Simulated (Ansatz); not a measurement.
# Tl2Se (model cell, started as antifluorite): a soft mode frozen in

Aim: this structure of Tl2Se (model cell, started as antifluorite) is to be tested for unstable modes, and one is followed downhill.

Method: DFT PBE, scalar-relativistic, plane waves, PAW, in Ansatz 0.2.0.

The structure was built from a prototype and need not be the compound's stable phase.

### 1. Set-up

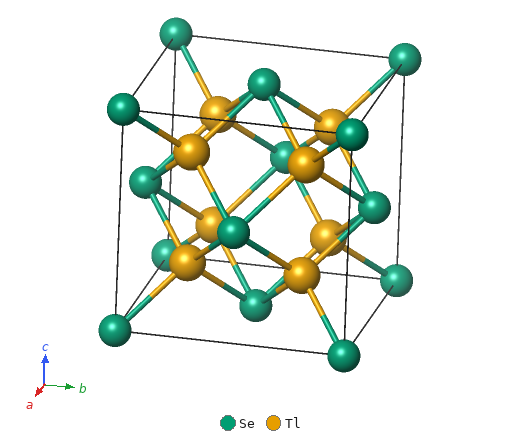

Start, viewed slightly off an axis; selenium teal, thallium orange. This picture shows the conventional cell, with its axes. Some periodic images of atoms are drawn too.

### 2. Phonons on a q mesh

The cell comes from relaxations at this level that are not shown. Stability and thermal properties need the whole zone. Linear response on a 2×2×2 q mesh gives force constants as far as a supercell of that size would.

input.yaml reads:

```yaml
crystal:
  lattice:
    - [0.0, 3.7870920244, 3.7870920244]
    - [3.7870920244, 0.0, 3.7870920244]
    - [3.7870920244, 3.7870920244, 0.0]
  atoms:
    - { symbol: Se, position: [0.0, 0.0, 0.0] }
    - { symbol: Tl, position: [0.25, 0.25, 0.25] }
    - { symbol: Tl, position: [0.75, 0.75, 0.75] }
kpoints:
  mp_grid: { grid: [8, 8, 8] }
hamiltonian:
  xc: pbe
scf:
  occupations: { method: gaussian, width: 0.02 }
output:
  eigenvalues: true
phonons:
  method: dfpt
  qmesh: [2, 2, 2]
  temperatures: { t_max: 1000, t_step: 50 }
  qpath:
    path:
      - [[0.0, 0.0, 0.0], [0.5, 0.0, 0.5], [0.625, 0.25, 0.625]]
      - [[0.375, 0.375, 0.75], [0.0, 0.0, 0.0], [0.5, 0.5, 0.5], [0.5, 0.25, 0.75], [0.5, 0.0, 0.5]]
    npoints: 10
```

Launch:

```bash
ansatz run input.yaml --threads 4 --pin off --max-ram 7168MiB --backend cpu --events-out ev --progress --plain --runs-dir out
```

Numbers of over 12 decimals in the logs are rounded to 6 here.

What it wrote:

```text
Warning: phonons: the dynamical matrix that this run interpolates holds no multipole term above the dipole-dipole one, and a site of this crystal is no centre of inversion, so its interpolated transverse optical and acoustic branches and sound speeds can stay off near Gamma, and the density of states and the thermodynamics with them. What a run solves at a wave vector of phonons.qpoints, Gamma apart, where the deck admits one, is free of this, and under fd what a larger phonons.supercell samples
Engine: ansatz 0.2.0, aarch64-unknown-linux-gnu
Pseudopotentials: kind: paw
Pseudopotential: Se, paw, valence charge 16, recommended cutoff 420 eV (normal), Se.paw.azcp
Pseudopotential: Tl, paw, valence charge 13, recommended cutoff 420 eV (normal), Tl.paw.azcp
Functional definition: PBE
  parameter kappa = 0.804
  parameter beta = 0.066725
  exchange = pbe_x(kappa = kappa, mu = beta*pi^2/3)
  correlation = pbe_c(beta = beta)
Crystal: 3 atoms, lattice volume = 108.629 Å³
Basis set: ecut = 420 eV, 2109 PW (Γ), exchange–correlation on 72×72×72 points (8 copies of the dense FFT grid, shifted against one another)
Bands: 26, of which v1, the nominal top of the filled ones, is band 21 counted from 1 (20 counted from 0)
Symmetry: 48 space group operations
k-points: 29 of 512
Non-local potential: Se, projectors of the file, l = 0: 2, l = 1: 2, l = 2: 3, l = 3: 1
Non-local potential: Tl, projectors of the file, l = 0: 2, l = 1: 2, l = 2: 2, l = 3: 1
PAW form: soft (Blöchl's): semilocal exchange-correlation on the pseudo side does not see the compensation charge
PAW one-centre angular grid: Se, 590 points (default); XC on 64 Gauss nodes
PAW one-centre angular grid: Tl, 590 points (default); XC on 64 Gauss nodes
Initial density: superposition of atomic densities (neutral atoms: chi_scale 0, normalization atom), corrected by the library's trained network
Initial wavefunctions: pseudopotential atomic-orbital guess
Functional: x = pbe(κ = 0.804, μ = 0.219515), c = pbe(β = 0.066725)
SCF iter   1: F=—  HF=-28358.309040 eV  |F-HF|=—  |Δ(HF+E_count)|=         —  Δρ=5.53e-4  dr2=5.24e-4  ethr=1.77e-3  ⟨swp⟩=6.2  Hψ=3062  notcnv=0
preconditioner: auto → none  [insulator: Δε(μ)=0.135 eV  Ē_g=11.887 eV  σ=0.020 eV  W_gap=1.00  n_scr=14 (ndim 8)  ℏωp=20.2 eV  f_vac=0.119  D(μ)=0.00/eV (n_scr^D=0)  ε∞_Penn≈3.9]
SCF iter   2: F=—  HF=-28358.308111 eV  |F-HF|=—  |Δ(HF+E_count)|=   9.29e-4  Δρ=3.22e-4  dr2=1.94e-4  ethr=1.25e-6  ⟨swp⟩=2.9  Hψ=1611  notcnv=0  defer=18
SCF iter   3: F=—  HF=-28358.308355 eV  |F-HF|=—  |Δ(HF+E_count)|=   2.44e-4  Δρ=1.91e-4  dr2=7.72e-5  ethr=4.61e-7  ⟨swp⟩=2.0  Hψ=1249  notcnv=0  defer=18
SCF iter   4: F=—  HF=-28358.308444 eV  |F-HF|=—  |Δ(HF+E_count)|=   8.93e-5  Δρ=3.35e-5  dr2=2.89e-6  ethr=1.84e-7  ⟨swp⟩=2.0  Hψ=1250  notcnv=0  defer=18
SCF iter   5: F=—  HF=-28358.308447 eV  |F-HF|=—  |Δ(HF+E_count)|=   3.09e-6  Δρ=1.07e-5  dr2=8.10e-8  ethr=6.87e-9  ⟨swp⟩=2.0  Hψ=1214  notcnv=0  defer=18
SCF iter   6: F=—  HF=-28358.308447 eV  |F-HF|=—  |Δ(HF+E_count)|=   4.89e-7  Δρ=3.56e-6  dr2=6.94e-9  ethr=1.93e-10  ⟨swp⟩=2.1  Hψ=1191  notcnv=0  defer=18
SCF iter   7: F=—  HF=-28358.308447 eV  |F-HF|=—  |Δ(HF+E_count)|=   4.28e-8  Δρ=4.61e-7  dr2=2.09e-10  ethr=1.65e-11  ⟨swp⟩=2.2  Hψ=1135  notcnv=0  defer=18
SCF iter   8: F=—  HF=-28358.308447 eV  |F-HF|=—  |Δ(HF+E_count)|=  3.93e-10  Δρ=1.72e-7  dr2=2.79e-11  ethr=1.00e-12  ⟨swp⟩=2.1  Hψ=883  notcnv=0  defer=18
SCF iter   9: F=-28358.308447 eV  HF=-28358.308447 eV  |F-HF|=3.64e-12  |Δ(HF+E_count)|=  5.46e-11  Δρ=3.31e-8  dr2=7.38e-13  ethr=1.00e-12  ⟨swp⟩=9.1  Hψ=3630  notcnv=0
SCF 1 converged in 9 iterations: F = -28358.308447 eV  dr2 = 7.38e-13
  greatest PAW one-centre occupation: 1.000 electrons in one spin orbital (limit 2), on the Se atom at site 0 (counted from 0), in its partial waves of l = 2
Initial density: read from a saved state, or passed on in memory by an earlier SCF of this step, an earlier step, the calling program or the single point that the run made first
iter 1 solved again at ethr=1.50e-8 eV; its pass at ethr=3.10e-3 eV (dr2=6.31e-6 eV) is discarded
[...]
eigensolver tolerance schedule: the retry pair's looser diagonalisation over-reported the residual by 121243.94 of it (diagonalisation noise at 1.42 of the residual, at the tolerance the schedule requests for it); recorded, not acted on — ethr = c·dr2/N_el stays at c = 1.0e-1
preconditioner: auto → none  [insulator: Δε(μ)=0.149 eV  Ē_g=11.885 eV  σ=0.020 eV  W_gap=1.00  n_scr=14 (ndim 8)  ℏωp=20.2 eV  f_vac=0.120  D(μ)=0.00/eV (n_scr^D=0)  ε∞_Penn≈3.9]
[...]
SCF 2 converged in 3 iterations: F = -28358.308447 eV  dr2 = 9.60e-12
k-points: 59 of 512 (irreducible under 8 space group operations, time reversal used)
[...]
eigensolver tolerance schedule: the retry pair's looser diagonalisation over-reported the residual by 873975.39 of it (diagonalisation noise at an unbounded share of the residual, at the tolerance the schedule requests for it); recorded, not acted on — ethr = c·dr2/N_el stays at c = 1.0e-1
preconditioner: auto → none  [insulator: Δε(μ)=0.149 eV  Ē_g=11.886 eV  n_scr=14 (ndim 8)  ℏωp=20.2 eV  f_vac=0.120  ε∞_Penn≈3.9]
SCF iter   2: F=—  HF=-28358.308447 eV  |F-HF|=—  |Δ(HF+E_count)|=   1.46e-6  Δρ=1.00e-7  dr2=7.33e-12  ethr=1.00e-12  ⟨swp⟩=8.9  Hψ=7029  notcnv=0
SCF iter   3: F=-28358.308447 eV  HF=-28358.308447 eV  |F-HF|=0.00e0  |Δ(HF+E_count)|=  7.28e-12  Δρ=6.73e-8  dr2=2.88e-12  ethr=1.00e-12  ⟨swp⟩=1.0  Hψ=3245  notcnv=0
SCF 3 converged in 3 iterations: F = -28358.308447 eV  dr2 = 2.88e-12
NSCF: frozen V_eff on 59 k-points
NSCF: frozen V_eff on 59 k-points
[...]
DFPT response loops at Γ: preconditioner auto → Resta (q_TF=auto, 2.329 Å⁻¹)  ε∞=20.1 (no band partly filled); β = 1.00, the filter's whole step (`scf.mixing.beta` (0.50) is not read by the response loops at its default; to damp them type it under 1.00, their step now; it binds the ground state too); Broyden in place of MSR1
k-points: 163 of 1728 (irreducible under 8 space group operations, time reversal used)
iter 1 solved again at ethr=3.93e-7 eV; its pass at ethr=3.10e-3 eV (dr2=1.65e-4 eV) is discarded
SCF iter   1: F=—  HF=-28358.310000 eV  |F-HF|=—  |Δ(HF+E_count)|=         —  Δρ=2.27e-4  dr2=1.58e-4  ethr=3.93e-7  ⟨swp⟩=2.7  Hψ=23353  notcnv=0  defer=480
preconditioner: auto → none  [insulator: Δε(μ)=0.087 eV  Ē_g=11.883 eV  n_scr=14 (ndim 8)  ℏωp=20.2 eV  f_vac=0.120  ε∞_Penn≈3.9]
SCF iter   2: F=—  HF=-28358.309985 eV  |F-HF|=—  |Δ(HF+E_count)|=   1.50e-5  Δρ=1.69e-4  dr2=6.64e-5  ethr=3.77e-7  ⟨swp⟩=2.0  Hψ=6683  notcnv=0  defer=316
SCF iter   3: F=—  HF=-28358.309967 eV  |F-HF|=—  |Δ(HF+E_count)|=   1.74e-5  Δρ=3.77e-5  dr2=2.12e-6  ethr=1.58e-7  ⟨swp⟩=2.0  Hψ=6657  notcnv=0  defer=216
SCF iter   4: F=—  HF=-28358.309968 eV  |F-HF|=—  |Δ(HF+E_count)|=   4.17e-7  Δρ=7.64e-6  dr2=8.92e-8  ethr=5.05e-9  ⟨swp⟩=2.0  Hψ=4912  notcnv=0  defer=163
SCF iter   5: F=—  HF=-28358.309968 eV  |F-HF|=—  |Δ(HF+E_count)|=   6.68e-8  Δρ=1.21e-6  dr2=1.29e-9  ethr=2.12e-10  ⟨swp⟩=2.0  Hψ=7498  notcnv=0  defer=163
SCF iter   6: F=—  HF=-28358.309968 eV  |F-HF|=—  |Δ(HF+E_count)|=   4.02e-9  Δρ=3.77e-7  dr2=1.49e-10  ethr=1.00e-12  ⟨swp⟩=8.2  Hψ=16749  notcnv=0
SCF iter   7: F=-28358.309968 eV  HF=-28358.309968 eV  |F-HF|=1.46e-11  |Δ(HF+E_count)|=  5.31e-10  Δρ=4.19e-8  dr2=1.43e-12  ethr=1.00e-12  ⟨swp⟩=3.0  Hψ=8803  notcnv=0
SCF 4 converged in 7 iterations: F = -28358.309968 eV  dr2 = 1.43e-12
NSCF: frozen V_eff on 163 k-points
NSCF: frozen V_eff on 106 k-points
[...]
DFPT response loops at q = (0, 0, 0) (fractional): mixed as the last ones told, above
NSCF: frozen V_eff on 300 k-points
DFPT response loops at q = (0, 0, -0.5) (fractional): mixed as the last ones told, above
NSCF: frozen V_eff on 190 k-points
DFPT response loops at q = (0, -0.5, -0.5) (fractional): mixed as the last ones told, above
SCF converged after 9 iterations
Free energy (F): -28358.308447 eV
Harris-Foulkes:  -28358.308447 eV  (|F-HF|=3.64e-12)
Internal energy: -28358.308447 eV  (E = F + TS)
E sigma→0 (E₀):  -28358.308447 eV
Fermi energy:    6.445448 eV
--- Per-component energies (eV) ---
  E_band       = -484.036384
  E_kinetic    = 781.295853
  E_local      = -5006.248901  (includes V_loc(G=0)·N_el)
  E_nonlocal   = 39.471503
  E_hartree    = 2202.325182
  E_xc         = -565.772937
  E_vxc        = -381.872423  (∫ρ·V_xc dr)
  E_paw        = -22236.219731  (= ΣΔE_a)
  E_vpaw       = -321.332253  (= ΣTr[D̂ρ^β])
  E_aug_tail   = -0.000536  (compensation charges beyond the density's cutoff)
  E_ewald      = -3573.158879
  E_smearing   = -0.000000  (= −TS)
  E_closure    = -0.000000  (closes the sum)
  Σ components = -28358.308447   (vs F -28358.308447, Δ=0.00e0)
--- Band table (eV; the first three rows and the last of 29) ---
  k-point 0: bands = [... 17 lower, 2.8839, 4.6619, 4.6619, 4.6619, 7.4671, 7.4671, 7.4671, 11.4070, ... 1 higher]
  k-point 1: bands = [... 17 lower, 2.6193, 4.5818, 4.5818, 4.6930, 7.6371, 7.6371, 8.0334, 10.9439, ... 1 higher]
  k-point 2: bands = [... 17 lower, 1.9560, 4.4177, 4.4177, 5.1138, 7.9864, 7.9864, 8.9116, 10.5966, ... 1 higher]
  k-point 28: bands = [... 17 lower, 0.4164, 3.3340, 5.4285, 5.4285, 7.1916, 8.1587, 10.4081, 10.4081, ... 1 higher]
--- Phonons (Γ-DFPT): 2 representative perturbations + reference (Σ response iterations 6) ---
  ASR residual: 6.283e-5 → 0.000e0 eV/Å²; symmetrization residual: 1.861e-5 eV/Å²
  ASR residual per site (eV/Å²): 6.28e-5 4.85e-6 4.85e-6
  Γ frequencies (cm⁻¹): 0.00 0.00 0.00 52.80 52.80 52.80 76.01 76.01 76.01
--- Phonons (arbitrary-q DFPT): 3 irreducible q on the 2×2×2 mesh ---
  q = [0.0000, 0.0000, 0.0000] (star 1, of the zone-centre solve; hermiticity 2.65e-5, symmetrization 2.02e-11): -0.00 -0.00 -0.00 52.80 52.80 52.80 76.01 76.01 76.01
  q = [0.0000, 0.0000, -0.5000] (star 4, 2 solved perturbations on 150 of 512 k-point pairs; hermiticity 2.95e-5, symmetrization 1.05e-5): 21.04 21.04 45.53 45.53 46.70 58.17 73.30 74.97 74.97
  q = [0.0000, -0.5000, -0.5000] (star 3, 4 solved perturbations in 308 linear systems a pass and spin channel, the states on 95 of 512 k-point pairs; hermiticity 9.23e-6, symmetrization 3.25e-8): -36.28 -36.28 30.01 32.62 32.62 64.16 64.33 64.33 103.12
  sum rule: each row above includes the acoustic sum rule's correction from the zone centre's row sums; it moved no ω² by more than (0.47 cm⁻¹)²
  mesh force constants: q→R imaginary residual 3.90e-17; ASR residual 6.283e-5 → 0.000e0 eV/Å²; symmetrization residual 6.661e-16 eV/Å²
  interpolated dispersion: 62 rows × 9 modes
  density of states and harmonic sums: on the 14×14×14 q-mesh, interpolated from the force constants of a 2×2×2 supercell (no non-analytic term)
  largest difference from the sums on the solved wave vectors: F 1.57e-1 eV, S 1.96e-4 and C_V 4.02e-5 eV/K
  zero-point energy: 0.026611 eV/cell   skipped modes (ω ≤ 0): 79, of them read as no rigid motion or as one in doubt: 76 (6.757e-1 modes/cell left out, lowest -36.28 cm⁻¹)   left out of the sums: 7.52e-2 of the cell's modes: C_V's classical limit lies that fraction below 3 k_B per atom; for a crystal, a wire or a layer, F and S can be off by more, and a phonons.interpolated_qmesh denser along its periods is the remedy for the sampling
```

Run time: 93 s. Hardware: 4 threads of Arm Neoverse V2, shared host; peak memory 1.2 GiB.

Numbers from this step:

```
volume per atom                                         : 36.21 Å³
gap on the k-mesh                                       : 0.1492 eV
sum-rule residual before enforcement                    : 6.28e-5 eV/Å²
lowest frequency on the path                            : -36.28 cm⁻¹
point group                                             : m-3m
highest frequency on the path or at a solved wavevector : 103.1 cm⁻¹
highest optical mode at the zone centre (no LO-TO term) : 76.01 cm⁻¹
lowest optical zone-centre mode                         : 52.8 cm⁻¹
lowest mode on the q mesh (acoustic modes at Γ apart)   : -36.28 cm⁻¹
```

Frequencies (cm⁻¹) solved at each irreducible wavevector; negative means imaginary. Frequencies by wavevector, by row:

```tsv
q in reciprocal lattice units	star	mode 1	mode 2	mode 3	mode 4	mode 5	mode 6	mode 7	mode 8	mode 9
0 0 0	1	0	0	0	52.8	52.8	52.8	76	76	76
0 0 -0.5	4	21	21	45.5	45.5	46.7	58.2	73.3	75	75
0 -0.5 -0.5	3	-36.3	-36.3	30	32.6	32.6	64.2	64.3	64.3	103.1
```

Interpolated from a 2×2×2 q mesh, without the LO-TO term. Phonon branches along the path, in cm⁻¹:

```tsv
point	branch 1	branch 2	branch 3	branch 4	branch 5	branch 6	branch 7	branch 8	branch 9
Γ	0	0	0	53	53	53	76	76	76
X	-36	-36	30	33	33	64	64	64	103
U	-18	26	30	36	38	60	66	66	90
jump to K	-18	26	30	36	38	60	66	66	90
Γ	0	0	0	53	53	53	76	76	76
L	21	21	46	46	47	58	73	75	75
W	-30	29	35	40	40	62	66	77	77
X	-36	-36	30	33	33	64	64	64	103
```

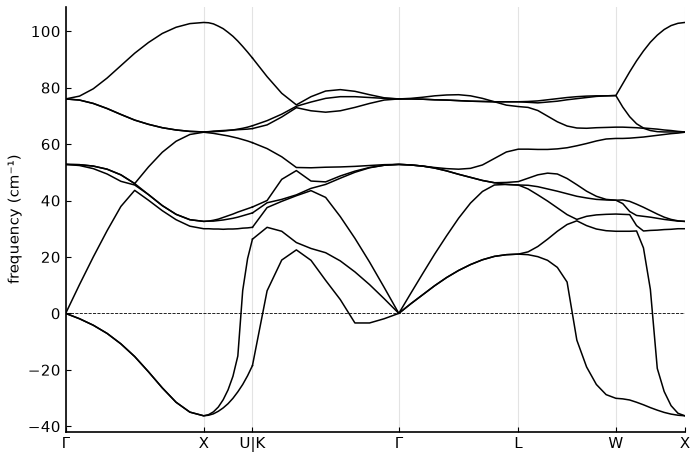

Phonon branches along the path.

Symmetry leaves 3 wavevectors to solve. The lowest mode among them, the acoustic zeros apart, lies at q = (0, -0.5, -0.5) and is imaginary, 36.3i cm⁻¹, so the energy falls along it.

### 3. The mode frozen in, largest atomic shift 0 Å

The mode followed lies at q = (0, -0.5, -0.5) with frequency 36.3i cm⁻¹ and is 2-fold degenerate, the softest among the wavevectors solved. At small amplitude the distorted cell has space group no. 59 by a symmetry search on the positions. The undistorted cell that holds it gives the zero of energy on the same k mesh.

System of this step: Tl2Se (model cell, started as antifluorite). Symmetry: Fm-3m, No. 225, cubic system. Conventional cell: a = 7.574 Å, b = 7.574 Å, c = 7.574 Å, α = 90.00°, β = 90.00°, γ = 90.00°. Nearest to Se lie 8 Tl at 3.28 Å. Tl has 4 Se at 3.28 Å nearest. Farther neighbours and most contacts between anions are not listed.

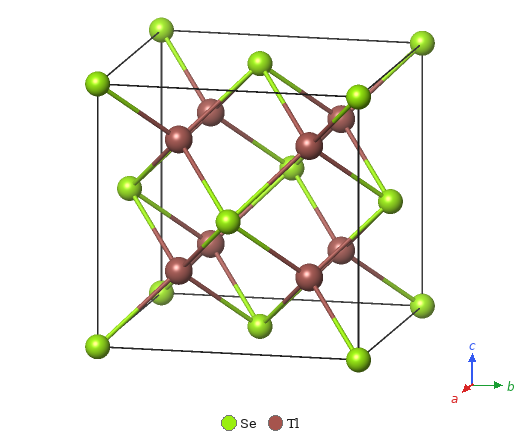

The cell of this step (selenium green, thallium brown). Some periodic images of atoms are drawn too.

input.yaml reads:

```yaml
crystal:
  lattice:
    - [0.0, -3.7870920244, -3.7870920244]
    - [0.0, 3.7870920244, -3.7870920244]
    - [7.5741840488, 0.0, 0.0]
  atoms:
    - { symbol: Se, position: [0.5, 0.5, 0.5] }
    - { symbol: Se, position: [0.0, 0.0, 0.0] }
    - { symbol: Tl, position: [0.0, 0.5, 0.75] }
    - { symbol: Tl, position: [0.5, 0.0, 0.25] }
    - { symbol: Tl, position: [1.0, 0.5, 0.25] }
    - { symbol: Tl, position: [0.5, 0.0, 0.75] }
kpoints:
  mp_grid: { grid: [6, 6, 4] }
hamiltonian:
  xc: pbe
scf:
  occupations: { method: gaussian, width: 0.02 }
output:
  forces: true
  stress: true
  eigenvalues: true
```

What it wrote:

```text
[...]
Crystal: 6 atoms, lattice volume = 217.259 Å³
Basis set: ecut = 420 eV, 4209 PW (Γ), exchange–correlation on 72×72×108 points (8 copies of the dense FFT grid, shifted against one another)
Bands: 51, of which v1, the nominal top of the filled ones, is band 42 counted from 1 (41 counted from 0)
Symmetry: 32 space group operations
[...]
k-points: 30 of 144
[...]
k-point 0: bands = [... 38 lower, 4.6681, 4.6681, 4.6717, 6.1143, 6.7187, 7.4666, 7.4691, 7.4691, ... 4 higher]
  k-point 1: bands = [... 38 lower, 4.4440, 4.4440, 4.8513, 5.8133, 7.1975, 7.7628, 7.7628, 8.1691, ... 4 higher]
  k-point 2: bands = [... 38 lower, 4.0061, 4.0061, 5.2994, 5.2994, 8.3353, 8.3353, 8.4551, 8.4551, ... 4 higher]
  k-point 29: bands = [... 38 lower, 5.4331, 5.4331, 5.4331, 5.4331, 7.1939, 7.1939, 8.1641, 8.1641, ... 4 higher]
[key lines of the parts left out:]
SCF converged after 7 iterations
Free energy (F): -56716.610709 eV
Fermi energy:    6.479084 eV
P = ⅓ Tr σ = 0.0448 GPa (0.448 kbar)
```

Elapsed: 3.4 s, on 4 threads; peak memory 0.69 GiB.

Numbers from this step:

| Property | Result |
| --- | --- |
| pressure | 0.04479 GPa |
| gap on the k-mesh | 0.07955 eV |
| energy from the undistorted cell | 0 meV/atom |

The run ends at a pressure of 0.04 GPa.

### 4. The mode frozen in, largest atomic shift 0.32 Å

The atoms are moved along the unstable eigenvector, the largest shift by 0.32 Å, with the cell fixed.

input.yaml, the sections that differ from step 3:

```yaml
crystal:
  lattice:
    - [0.0, -3.7870920244, -3.7870920244]
    - [0.0, 3.7870920244, -3.7870920244]
    - [7.5741840488, 0.0, 0.0]
  atoms:
    - { symbol: Se, position: [0.440251209, 0.5, 0.5] }
    - { symbol: Se, position: [0.059748791, 0.0, 0.0] }
    - { symbol: Tl, position: [-0.0130131866, 0.5, 0.75] }
    - { symbol: Tl, position: [0.5130131866, 0.0, 0.25] }
    - { symbol: Tl, position: [0.9869868134, 0.5, 0.25] }
    - { symbol: Tl, position: [0.5130131866, 0.0, 0.75] }
# kpoints, hamiltonian, scf, output: as in step 3
```

What it wrote:

```text
[...]
Crystal: 6 atoms, lattice volume = 217.259 Å³
Basis set: ecut = 420 eV, 4209 PW (Γ), exchange–correlation on 72×72×108 points (8 copies of the dense FFT grid, shifted against one another)
Bands: 51, of which v1, the nominal top of the filled ones, is band 42 counted from 1 (41 counted from 0)
Symmetry: 8 space group operations
[...]
k-points: 48 of 144
[...]
k-point 0: bands = [... 38 lower, 4.6755, 4.7050, 4.8020, 6.1334, 6.1698, 7.3594, 7.4622, 8.1577, ... 4 higher]
  k-point 1: bands = [... 38 lower, 4.4711, 4.5789, 4.8464, 5.5982, 7.0764, 7.7664, 7.9916, 8.2182, ... 4 higher]
  k-point 2: bands = [... 38 lower, 4.1173, 4.1173, 5.2205, 5.2205, 8.3508, 8.3508, 8.4593, 8.4593, ... 4 higher]
  k-point 47: bands = [... 38 lower, 5.2640, 5.2640, 5.4209, 5.4209, 7.1745, 7.1745, 8.3621, 8.3621, ... 4 higher]
[key lines of the parts left out:]
SCF converged after 7 iterations
Free energy (F): -56716.632595 eV
Fermi energy:    6.209249 eV
P = ⅓ Tr σ = 0.0700 GPa (0.700 kbar)
```

The job ended after 6 s (4 threads; peak memory 0.78 GiB; 23 s of CPU time).

This step gave:

```
pressure                         : 0.06996 GPa
gap on the k-mesh                : 0 eV
energy from the undistorted cell : -3.635 meV/atom
```

The energy, extrapolated to zero smearing, is -3.63 meV/atom against the undistorted cell.

The run ends at a pressure of 0.07 GPa, with forces up to 0.100 eV/Å.

### 5. Energy along the mode, all amplitudes (two of the runs are shown above)

An imaginary frequency means negative curvature, so the energy should fall and then rise again as anharmonic terms take over.

Numbers from this step:

```yaml
depth_at_the_lowest_point_sampled: 3.635 meV/atom
largest_atomic_shift_at_that_point: 0.32 Å
```

The energy from the parent by largest atomic shift:

```tsv
largest atomic shift (Å)	energy from the parent (meV/atom)
0.000	0
0.040	-0.181
0.080	-0.63
0.140	-1.54
0.220	-2.77
0.320	-3.63
0.450	-2.79
0.600	4.47
```

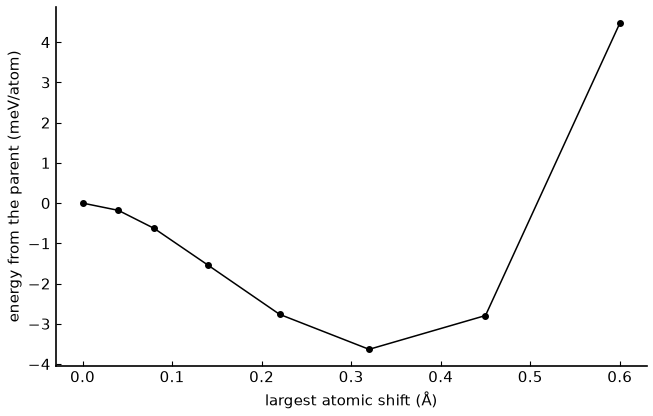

Energy from the parent against largest atomic shift.

Displacement at unit largest shift by atom:

```tsv
atom	x (Å)	y (Å)	z (Å)	size
Se1	0.000	0.707	0.707	1.000
Se2	0.000	-0.707	-0.707	1.000
Tl3	0.000	0.154	0.154	0.218
Tl4	0.000	-0.154	-0.154	0.218
Tl5	0.000	0.154	0.154	0.218
Tl6	0.000	-0.154	-0.154	0.218
```

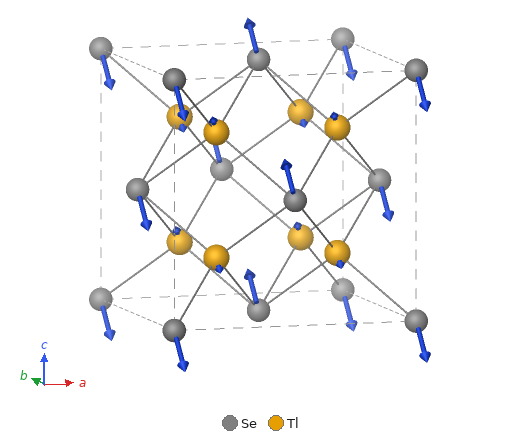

Displacement at unit largest shift as arrows, the longest 1.000 Å. Some periodic images of atoms are drawn too.

The lowest of the steps tried is at 0.32 Å, 3.63 meV/atom below the parent; the bottom of the well need not coincide with a step.

(Continued in part 2 of 3.)

[Logs are printed without paths, hosts, clocks, repeated set-up lines and the standing remarks that a program may print on its own settings, such as how far it seeks lower states.]

[Hosts, paths, dates, database ids (printed as entryN), source tags and the programs' standing remarks are cut or masked in the printed files.]
